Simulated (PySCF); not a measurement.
Consider C₅H₁₂B₂O (SMILES B/C=C/OC[C@H](B)C).

Input

```
{"job": {"kind": "nmr", "xc": "PBE0", "basis": "pcSseg-1"}, "charge": 0, "multiplicity": 1}
B      4.271166    -0.319994    -0.103509
C      2.826658    -0.728275    -0.346879
C      1.788769     0.105529    -0.154104
O      0.518003    -0.255969    -0.372698
C     -0.489736     0.715081    -0.127670
C     -1.856280     0.096054    -0.431887
B     -3.032106     1.124885    -0.605358
C     -2.131347    -1.057427     0.543478
H      5.139966    -1.084299    -0.278353
H      4.515160     0.766735     0.260888
H      2.563594    -1.722155    -0.690447
H      1.945393     1.124285     0.192599
H     -0.313950     1.591849    -0.764423
H     -0.445933     1.034436     0.922471
H     -1.763292    -0.356286    -1.432678
H     -4.134276     0.743142    -0.565068
H     -2.811950     2.252584    -0.817046
H     -1.307008    -1.766599     0.531126
H     -2.242852    -0.675180     1.556264
H     -3.045128    -1.577718     0.270563
```

Launched as:

```sh
OMP_NUM_THREADS=1 python probes_run.py task.json out
```

Geometry: GFN2-xTB.

Method: PBE0/pcSseg-1, SCF density, gas phase, non-relativistic in PySCF.

What will maps of the electron density and electron localisation function show?

C–O (1.34 Å): the density is about 2.4 e/Å³ at the midpoint; the ELF peaks at about 0.90 between the atoms: a polar covalent bond.
C–C (1.35 Å): ρ at the midpoint is about 2.3 e/Å³; the ELF peaks at about 0.95 between the atoms: a covalent bond.
C–B (1.52 Å): ρ at the midpoint is about 1.5 e/Å³; the ELF peaks at about 0.95 between the atoms: localised, covalent bonding.
C–H (1.08 Å): ρ is about 2 e/Å³ halfway; the ELF climbs to about 1 towards the hydrogen, as it does in any bond to H: a covalent bond by its length.

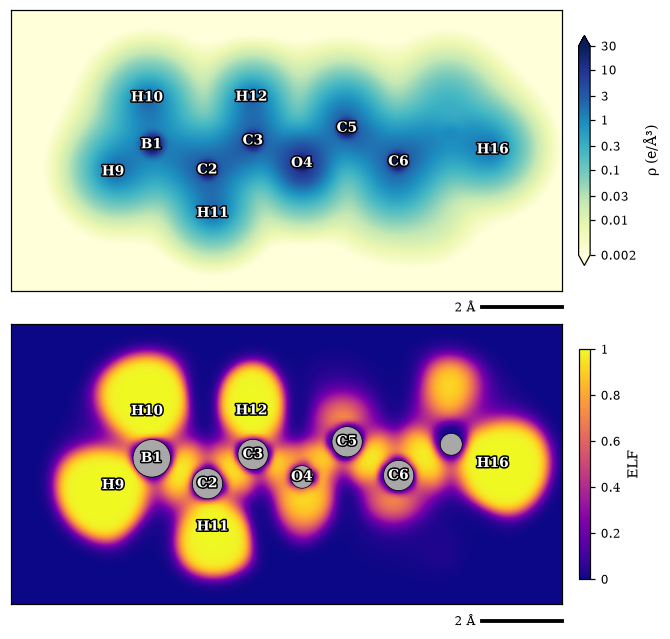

Computed electron density and electron localisation function on the plane of atoms C2, C3 and O4, in this order. Grey discs cover the atomic cores in the ELF map. 
